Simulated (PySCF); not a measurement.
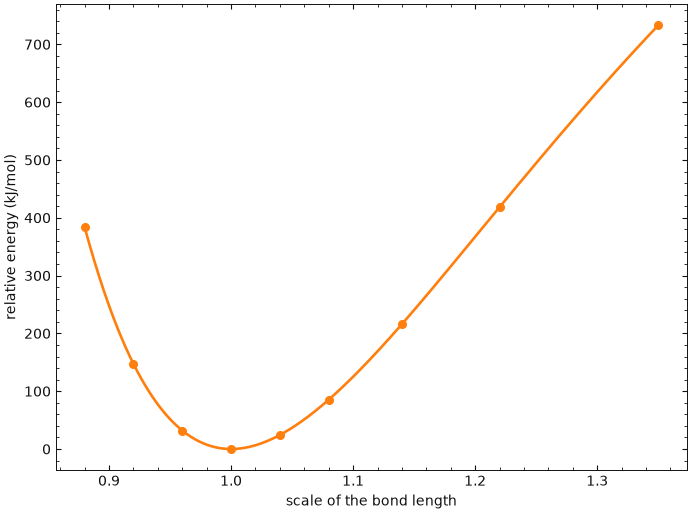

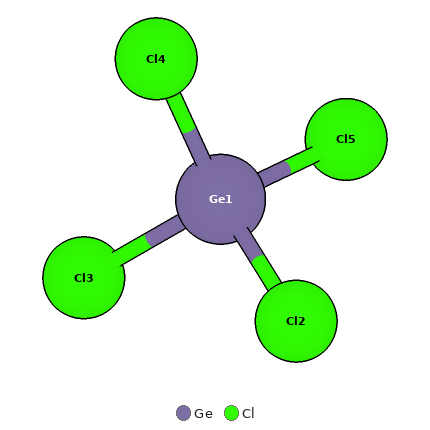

Rigid scan of GeCl₄, singlet, from a minimum of the shape that electron-pair counting expects: all bonds to atom 1 scaled (atom 1 is the central atom). PBE0/def2-SVP in PySCF, restricted determinant, no spin-orbit coupling; energies counted from the minimum. Splines pass through the computed points, which are marked.

Question: What does it cost to go to either end of the scan?

Answer: 383.8 kJ/mol at 0.88 and 732.9 kJ/mol at 1.35.

Question: Give the values at the computed points.

Answer: In kJ/mol:
```
scale of the bond length   PBE0
                    0.88  383.8
                    0.92  147.4
                    0.96   32.0
                    1.00    0.0
                    1.04   24.3
                    1.08   85.3
                    1.14  216.0
                    1.22  418.4
                    1.35  732.9
```

Caveats: no scalar relativity; double-zeta basis on some or all atoms.
